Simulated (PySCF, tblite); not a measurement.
# C₂₀H₂₂O₄S: electronic excitations, NMR shifts

What do calculations give for the electronic excitations, NMR shifts of C₂₀H₂₂O₄S (`O=C(c1ccccc1)[C@H](OS(=O)(=O)C1CCCCC1)c1ccccc1`)?

Computed with tblite 0.8.0 and PySCF 2.14.0 and routines of our own; the level stands in each step. Atoms count from 0.

### 1 The starting structure

47 atoms, charge 0, multiplicity 1; geometry from: force field, distance geometry or constructed start.

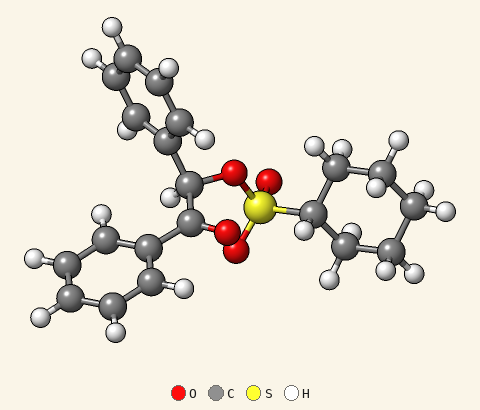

The starting geometry (oxygen red, carbon grey, sulfur yellow, hydrogen white).

### 2 Relaxing the molecule with GFN2-xTB

What the job is given:

```
{"job": {"kind": "relax", "xc": "GFN2-xTB", "basis": "xTB"}, "charge": 0, "multiplicity": 1}
O     -0.028100    -1.284700    -0.917400
C     -1.027600    -0.544100    -0.918500
C     -2.136300    -0.834300    -1.866400
C     -2.013000    -1.937600    -2.723000
C     -3.020400    -2.262600    -3.626200
C     -4.169000    -1.475400    -3.705600
C     -4.304600    -0.368000    -2.869100
C     -3.294000    -0.043500    -1.949300
C     -1.126800     0.642800     0.056200
O      0.131500     0.925700     0.639600
S      1.222700     1.728000    -0.263100
O      1.504500     2.979600     0.409500
O      0.793000     1.715300    -1.640800
C      2.625400     0.607700    -0.055900
C      3.830000     1.141000    -0.834600
C      5.050200     0.236300    -0.652500
C      5.390700     0.031700     0.815200
C      4.189800    -0.498900     1.595600
C      2.967300     0.404400     1.427900
C     -2.070500     0.371400     1.217000
C     -2.982600     1.362900     1.630900
C     -3.848300     1.126000     2.697700
C     -3.807500    -0.089100     3.379000
C     -2.905400    -1.079700     2.985000
C     -2.031800    -0.841000     1.920000
H     -1.127900    -2.568100    -2.672000
H     -2.905600    -3.121300    -4.283100
H     -4.951300    -1.721900    -4.412200
H     -5.200600     0.243700    -2.927200
H     -3.452400     0.823900    -1.318600
H     -1.465500     1.528600    -0.498900
H      2.312200    -0.345800    -0.491300
H      4.079900     2.151500    -0.502700
H      3.590100     1.210000    -1.897300
H      4.859700    -0.734700    -1.131900
H      5.912600     0.677300    -1.179500
H      5.720600     0.981100     1.245000
H      6.227800    -0.669500     0.903600
H      3.949300    -1.513500     1.255700
H      4.442900    -0.565600     2.660600
H      3.161000     1.367800     1.909300
H      2.126300    -0.050000     1.961000
H     -3.009600     2.326100     1.125600
H     -4.544000     1.895700     3.008600
H     -4.487200    -0.272400     4.209400
H     -2.863900    -2.019100     3.518700
H     -1.313600    -1.618000     1.647400
```

Started as:

```bash
OMP_NUM_THREADS=2 python large_run.py task.json out
```

One launch serves the whole session: the jobs run in the order shown.

What it wrote:

```text
step      E/eV     max force
  0   -2001.73905    2.195
  1   -2001.82255    2.445
  2   -2001.88885    0.615
  3   -2001.92134    0.426
  4   -2001.93549    0.369
  5   -2001.94253    0.197
  6   -2001.95189    0.312
  7   -2001.96044    0.388
  8   -2001.96817    0.240
  9   -2001.97517    0.213
 10   -2001.98221    0.203
 11   -2001.98879    0.244
 12   -2001.99487    0.160
 13   -2002.00030    0.172
 14   -2002.00484    0.141
 15   -2002.00835    0.142
 16   -2002.01092    0.095
 17   -2002.01286    0.077
 18   -2002.01453    0.093
 19   -2002.01620    0.094
 20   -2002.01798    0.074
 21   -2002.01979    0.070
 22   -2002.02149    0.077
 23   -2002.02318    0.075
 24   -2002.02507    0.075
 25   -2002.02715    0.078
 26   -2002.02915    0.083
 27   -2002.03088    0.070
 28   -2002.03242    0.063
 29   -2002.03396    0.062
 30   -2002.03541    0.060
 31   -2002.03663    0.062
 32   -2002.03776    0.072
 33   -2002.03899    0.075
 34   -2002.04027    0.065
 35   -2002.04137    0.047
 36   -2002.04223    0.054
 37   -2002.04303    0.057
 38   -2002.04395    0.082
 39   -2002.04487    0.079
 40   -2002.04562    0.049
 41   -2002.04628    0.052
 42   -2002.04702    0.061
 43   -2002.04791    0.078
 44   -2002.04889    0.080
 45   -2002.04985    0.063
 46   -2002.05079    0.062
 47   -2002.05174    0.051
 48   -2002.05266    0.065
 49   -2002.05352    0.059
 50   -2002.05433    0.051
 51   -2002.05507    0.052
 52   -2002.05571    0.047
 53   -2002.05624    0.042
 54   -2002.05671    0.040
 55   -2002.05720    0.035
 56   -2002.05768    0.036
 57   -2002.05808    0.032
 58   -2002.05836    0.025
 59   -2002.05857    0.023
 60   -2002.05875    0.020
 61   -2002.05891    0.024
 62   -2002.05905    0.021
 63   -2002.05919    0.024
 64   -2002.05935    0.029
 65   -2002.05953    0.032
 66   -2002.05975    0.032
 67   -2002.06000    0.031
 68   -2002.06027    0.028
 69   -2002.06052    0.029
 70   -2002.06077    0.033
 71   -2002.06102    0.034
 72   -2002.06125    0.032
 73   -2002.06144    0.028
 74   -2002.06161    0.028
 75   -2002.06179    0.037
 76   -2002.06198    0.033
 77   -2002.06215    0.026
 78   -2002.06229    0.024
 79   -2002.06244    0.026
 80   -2002.06260    0.034
 81   -2002.06278    0.028
 82   -2002.06293    0.022
 83   -2002.06303    0.017
```

It took 6 s on 2 threads of Intel Xeon 6975P-C, shared host; peak memory 0.19 GiB.

The steps of the relaxation:

```csv
step,energy from step 0 (eV),largest force (eV/Å)
0,0.0000,2.1958
1,-0.0835,2.4459
2,-0.1498,0.6153
3,-0.1823,0.4257
4,-0.1964,0.3691
5,-0.2035,0.1976
6,-0.2128,0.3120
7,-0.2214,0.3888
8,-0.2291,0.2396
14,-0.2658,0.1411
20,-0.2789,0.0738
27,-0.2918,0.0703
33,-0.2999,0.0752
40,-0.3066,0.0495
46,-0.3117,0.0624
53,-0.3172,0.0425
59,-0.3195,0.0231
66,-0.3207,0.0323
72,-0.3222,0.0318
79,-0.3234,0.0266
80,-0.3236,0.0331
81,-0.3237,0.0284
82,-0.3239,0.0220
83,-0.3240,0.0171
```

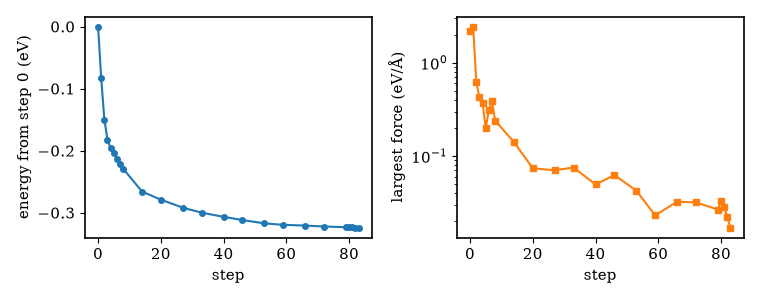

Energy and force, step by step.

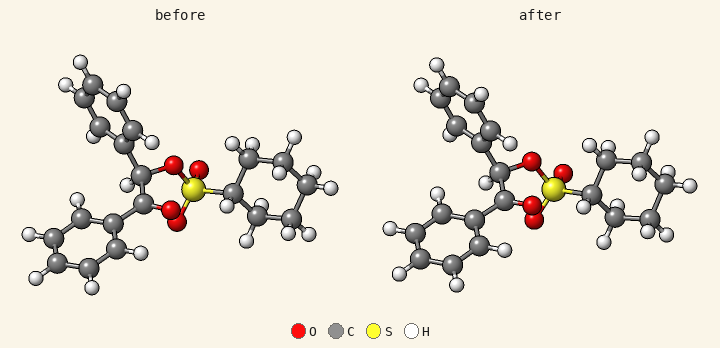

Before and after, at one scale.

Distances of close pairs at the start and the end, largest changes first:

```
   bond  before (Å)  after (Å)  change (Å)
  O0–C1       1.244      1.212      -0.032
C13–C18       1.536      1.514      -0.023
  C6–C7       1.405      1.383      -0.022
C19–C20       1.409      1.389      -0.021
S10–O11       1.449      1.431      -0.018
C23–C24       1.398      1.384      -0.014
C24–H46       1.093      1.080      -0.013
C19–C24       1.402      1.389      -0.013
```

The end geometry stands in the next job.

### 3 Infrared spectrum with GFN2-xTB

What the job is given:

```
{"job": {"kind": "ir", "xc": "GFN2-xTB", "basis": "xTB"}, "charge": 0, "multiplicity": 1}
O      0.078136    -1.050633    -0.781616
C     -0.940039    -0.394821    -0.828663
C     -2.044649    -0.725172    -1.751062
C     -1.848432    -1.797038    -2.625486
C     -2.832407    -2.170690    -3.518810
C     -4.031545    -1.476950    -3.552687
C     -4.238996    -0.413951    -2.687270
C     -3.256803    -0.036066    -1.790427
C     -1.133340     0.788417     0.116599
O      0.106074     1.112927     0.724414
S      1.265920     1.660236    -0.280281
O      1.726957     2.897378     0.271184
O      0.712646     1.699086    -1.604599
C      2.599157     0.439513    -0.132998
C      3.771248     1.001867    -0.915957
C      5.023295     0.152751    -0.695077
C      5.348228     0.067332     0.793430
C      4.170667    -0.535567     1.553579
C      2.911481     0.304995     1.341950
C     -2.119814     0.453252     1.211458
C     -3.069634     1.383014     1.613864
C     -3.952623     1.079603     2.635668
C     -3.892555    -0.153469     3.262667
C     -2.942489    -1.080748     2.869181
C     -2.057557    -0.779472     1.848739
H     -0.906978    -2.323902    -2.585568
H     -2.667076    -3.000883    -4.189468
H     -4.803206    -1.762629    -4.252517
H     -5.173939     0.125833    -2.715168
H     -3.442641     0.789232    -1.122659
H     -1.465883     1.657165    -0.463879
H      2.211245    -0.477938    -0.567457
H      3.949682     2.022984    -0.571222
H      3.513728     1.046008    -1.975382
H      4.855106    -0.852388    -1.087798
H      5.860900     0.592257    -1.238998
H      5.554204     1.068294     1.177788
H      6.241243    -0.542531     0.945225
H      3.991120    -1.551369     1.194593
H      4.398156    -0.589476     2.619494
H      3.056761     1.309548     1.744940
H      2.059592    -0.142627     1.855140
H     -3.111538     2.349136     1.131857
H     -4.688328     1.808057     2.943200
H     -4.582737    -0.389516     4.059017
H     -2.891042    -2.043058     3.356549
H     -1.311148    -1.498251     1.545972
```

What it wrote:

```text
mode    cm-1     km/mol
  1     -12.1      0.66
  2      16.8      0.04
  3      26.1      0.94
  4      28.0      1.07
  5      40.6      0.34
  6      46.2      1.39
  7      55.3      0.74
  8      89.8      1.49
  9     109.1      3.57
 10     125.3      0.67
 11     135.4      2.32
 12     157.1      3.97
 13     191.8      7.39
 14     198.3      2.49
 15     222.2      0.13
 16     230.0      1.74
 17     232.2      9.19
 18     251.5      4.06
 19     289.6      5.12
 20     304.5      0.79
 21     327.4      4.43
 22     339.5      0.62
 23     361.8      0.02
 24     371.5      0.03
 25     392.5      3.76
 26     425.0      5.80
 27     428.0      2.06
 28     442.3     21.68
 29     457.5     13.10
 30     480.3     43.18
 31     497.2     70.16
 32     521.7      7.79
 33     541.7     40.18
 34     562.9    136.23
 35     587.3      1.36
 36     589.4      0.55
 37     639.8     16.32
 38     658.7     33.19
 39     661.6     64.65
 40     682.5     32.05
 41     710.0    208.78
 42     756.5     14.08
 43     760.4     31.89
 44     775.0    162.90
 45     824.5      0.07
 46     838.1     13.90
 47     866.0      4.64
 48     868.0     17.75
 49     870.6      4.93
 50     879.5      0.21
 51     892.2      2.48
 52     906.3      0.72
 53     910.6      0.15
 54     930.1      0.07
 55     930.3      0.08
 56     933.0      0.00
 57     934.5      7.20
 58     934.8      0.31
 59     936.2      3.62
 60     963.8     46.39
 61     965.8      1.27
 62     988.7      8.01
 63     989.5     10.28
 64    1014.8    101.34
 65    1061.5      0.78
 66    1073.3    127.38
 67    1078.3     12.89
 68    1082.1      0.40
 69    1084.8      0.69
 70    1088.8     16.15
 71    1114.2      3.25
 72    1120.5      5.67
 73    1123.4     36.60
 74    1128.1    217.89
 75    1137.5      1.06
 76    1162.2     31.63
 77    1178.0     12.23
 78    1180.4      0.83
 79    1181.9      0.16
 80    1193.9     29.43
 81    1194.7      3.57
 82    1202.1      1.84
 83    1229.2     26.97
 84    1237.6     60.46
 85    1239.6     29.07
 86    1240.0     58.75
 87    1246.4     71.58
 88    1263.3    436.15
 89    1273.0      1.74
 90    1279.1      1.26
 91    1286.0     11.86
 92    1300.8      3.11
 93    1324.0      0.06
 94    1328.5      2.07
 95    1332.8      0.58
 96    1335.4      0.47
 97    1338.4      1.06
 98    1348.0      2.49
 99    1353.3      0.34
100    1429.4      7.01
101    1438.2      0.57
102    1462.3     19.74
103    1472.2      2.44
104    1477.0      0.48
105    1481.9      0.75
106    1485.1      1.42
107    1488.0      2.28
108    1499.9      0.12
109    1579.6      4.60
110    1590.2     37.14
111    1592.0      0.45
112    1597.7      2.89
113    1716.2    322.73
114    2907.5     20.17
115    2970.7     15.03
116    2972.2      7.07
117    2978.1     18.57
118    2983.5      5.69
119    2985.8      1.91
120    2991.1     18.04
121    2993.8    113.09
122    2994.5     76.95
123    2997.3     29.35
124    3002.4     59.29
125    3018.1     21.66
126    3075.7      5.65
127    3078.8      0.58
128    3080.3      1.67
129    3085.5     15.97
130    3086.6     39.12
131    3093.1     31.97
132    3094.0     57.22
133    3099.2     16.93
134    3100.0     14.15
135    3115.9     13.62
```

Wall time 16 s (2 threads of Intel Xeon 6975P-C, shared host); peak memory 0.19 GiB.

Which atoms move in the most intense modes:

```csv
cm⁻¹,km/mol,atoms
563,136.2,S10 30 %
710,208.8,"O9 38 %, S10 13 %"
775,162.9,"C19 15 %, O9 14 %, H44 11 %"
1073,127.4,"C8 38 %, O9 20 %"
1128,217.9,"O12 25 %, O11 24 %, S10 18 %"
1263,436.1,"S10 35 %, O11 25 %, O12 19 %"
1716,322.7,"C1 61 %, O0 38 %"
2994,113.1,H36 45 %
```

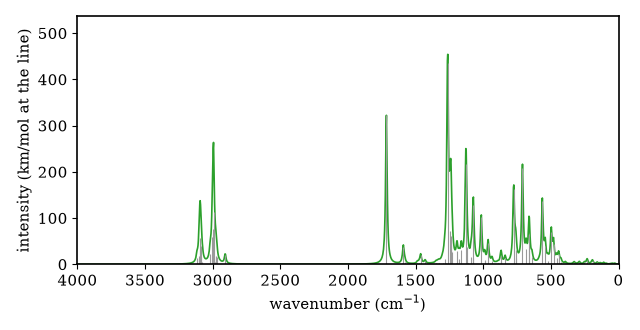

The infrared spectrum from these modes, unscaled. Lines are broadened to a width of 14 cm⁻¹ (Lorentzian).

### 4 Electronic excitations: TDA B3LYP/def2-SVP

Settings changed since step 3:

```diff
@@ -1,2 +1,2 @@
-{"job": {"kind": "ir", "xc": "GFN2-xTB", "basis": "xTB"}, "charge": 0, "multiplicity": 1}
+{"job": {"kind": "uv", "basis": "def2-SVP", "grid": 1, "kgrid": 0, "vcut": 1.5, "nstates": 8, "ntriplets": 3, "tda": true, "delta": ["ip_vertical", "ea_vertical"], "pop": true, "xc": "B3LYP"}, "charge": 0, "multiplicity": 1}
 O      0.078136    -1.050633    -0.781616
```

Method: TDA B3LYP/def2-SVP, vertical, gas phase, core orbitals frozen in the response, virtual orbitals cut by energy.

What it wrote:

```text
start: PBE on a coarse grid of 38832 points
cycle   1  E = -1471.1338898002  dE =  4.306e+00  |g| = 1.664e+00  |ddm| = 9.004e+00
cycle   2  E = -1468.6838808073  dE =  2.450e+00  |g| = 3.834e+00  |ddm| = 7.088e+00
cycle   3  E = -1471.5864056095  dE = -2.903e+00  |g| = 7.408e-01  |ddm| = 5.824e+00
cycle   4  E = -1471.6994011935  dE = -1.130e-01  |g| = 2.981e-01  |ddm| = 1.278e+00
cycle   5  E = -1471.7124447662  dE = -1.304e-02  |g| = 1.591e-01  |ddm| = 4.810e-01
cycle   6  E = -1471.7177994444  dE = -5.355e-03  |g| = 5.445e-02  |ddm| = 2.312e-01
cycle   7  E = -1471.7184362184  dE = -6.368e-04  |g| = 1.610e-02  |ddm| = 7.954e-02
cycle   8  E = -1471.7184795208  dE = -4.330e-05  |g| = 5.722e-03  |ddm| = 2.542e-02
final grid: 167135 points
cycle   9  E = -1473.4960755235  dE = -6.457e-03  |g| = 1.540e-01  |ddm| = 6.538e-01
cycle  10  E = -1473.4838195826  dE =  1.226e-02  |g| = 2.962e-01  |ddm| = 4.784e-01
cycle  11  E = -1473.5004106988  dE = -1.659e-02  |g| = 3.225e-02  |ddm| = 3.289e-01
cycle  12  E = -1473.5006127540  dE = -2.021e-04  |g| = 5.573e-03  |ddm| = 3.952e-02
cycle  13  E = -1473.5006180028  dE = -5.249e-06  |g| = 2.916e-03  |ddm| = 1.024e-02
cycle  14  E = -1473.5006218431  dE = -3.840e-06  |g| = 7.851e-04  |ddm| = 4.098e-03
cycle  15  E = -1473.5006188612  dE =  2.982e-06  |g| = 1.672e-04  |ddm| = 1.168e-03
cycle  16  E = -1473.5006194442  dE = -5.829e-07  |g| = 6.042e-05  |ddm| = 2.815e-04
converged SCF energy = -1473.5006194442
Vertical ionisation energy (delta-SCF) = 8.6318 eV   <S^2> = 0.755
Vertical electron affinity (delta-SCF) = 0.3498 eV   <S^2> = 0.759

Static polarisability (au): isotropic 231.734, principal 188.941 231.124 275.137

Singlet excitations
state   eV       nm        f      main configurations
  1   3.8592    321.3   0.00359   H->L 0.64, H-2->L 0.17, H-1->L 0.10
  2   4.6439    267.0   0.03332   H->L 0.30, H-2->L 0.25, H-1->L 0.19
  3   4.7445    261.3   0.00877   H-1->L 0.47, H-2->L 0.47
  4   4.8283    256.8   0.03215   H-3->L 0.57, H-4->L 0.26
  5   5.2488    236.2   0.00456   H-5->L 0.87
  6   5.2952    234.1   0.07827   H-6->L 0.63, H-4->L 0.21
  7   5.3999    229.6   0.24248   H-4->L 0.24, H-6->L 0.18, H-1->L 0.12
  8   5.4755    226.4   0.00247   H->L+2 0.35, H-1->L+1 0.25, H-2->L+1 0.11

Triplet excitations (Tamm-Dancoff, eV): 3.4215 3.6265 4.0107
```

Wall time 3.1 min (2 threads of Intel Xeon 6975P-C, shared host); peak memory 1.6 GiB.

Frontier orbitals and where they lie:

| orbital | eV | atoms |
| --- | --- | --- |
| HOMO−4 | -7.61 | C4 14 %, C7 13 %, C5 10 % |
| HOMO−3 | -7.42 | C6 23 %, C3 23 %, C4 8 % |
| HOMO−2 | -7.41 | O0 15 %, C20 13 %, C23 13 % |
| HOMO−1 | -7.35 | C21 15 %, C24 15 %, O0 10 % |
| HOMO | -7.11 | O0 25 %, C22 15 %, C19 14 % |
| LUMO | -2.00 | C1 25 %, O0 18 %, C5 16 % |
| LUMO+1 | -0.83 | C22 22 %, C19 21 %, C24 12 % |
| LUMO+2 | -0.58 | C21 20 %, C24 19 %, C23 18 % |
| LUMO+3 | -0.52 | C6 19 %, C3 19 %, C7 14 % |

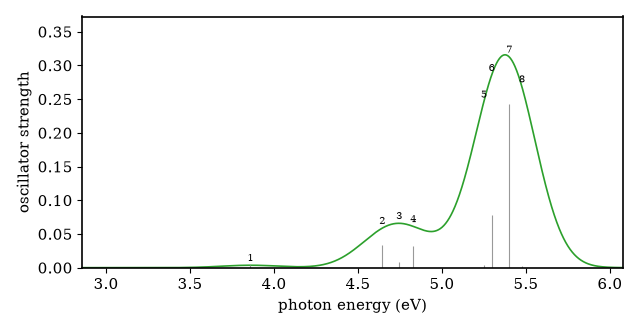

Absorption spectrum from the 8 singlet states computed; above the last one it falls off for lack of states. Lines are broadened to a width of 0.40 eV (Gaussian).

Ground-state properties from the same run:

```
           property  computed
  dipole moment (D)      4.15
polarisability (Å³)     34.34
 HOMO–LUMO gap (eV)      5.11
      −ε(HOMO) (eV)      7.11
```

[end of part 1 of 2]
